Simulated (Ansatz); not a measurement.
```
Ga O
1.0
     3.96081    0.00000    0.00000
     0.00000    3.96081    0.00000
     0.00000    0.00000    6.94407
Ga O
2 8
Direct
  0.00000 0.00000 0.00000
  0.50000 0.50000 0.50000
  0.00000 0.00000 0.71543
  0.50000 0.50000 0.21543
  0.00000 0.50000 0.00000
  0.50000 0.00000 0.50000
  0.50000 0.00000 0.00000
  0.00000 0.50000 0.50000
  0.00000 0.00000 0.28457
  0.50000 0.50000 0.78457
```

Space group I4/mmm; a structure generated by program, which may or may not match a known phase; spin-polarised.

These are results of DFT PBE, scalar-relativistic, plane waves, PAW (Ansatz 0.2.0), not measurements.

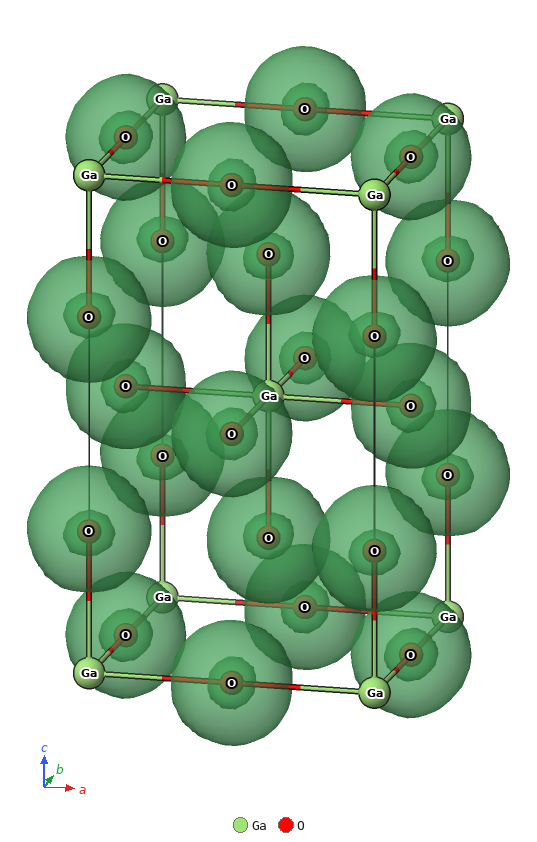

GaO$_{4}$. Isosurface of the ELF at 0.7 (green), seen slightly off an axis. Core shells and regions of very low density are left out. Sticks mark near contacts.

### Describe the localisation domains.

The surface consists of eight regions wrapped around O (the valence shell of each), counted in one cell of 10 atoms. Any copies at cell faces, edges or corners count once.

Values along the shortest contacts:
Ga–O (1.98 Å): the ELF peaks at about 0.85 in the valence shell of O, 0.6 Å from its nucleus, and is about 0.35 at the midpoint.
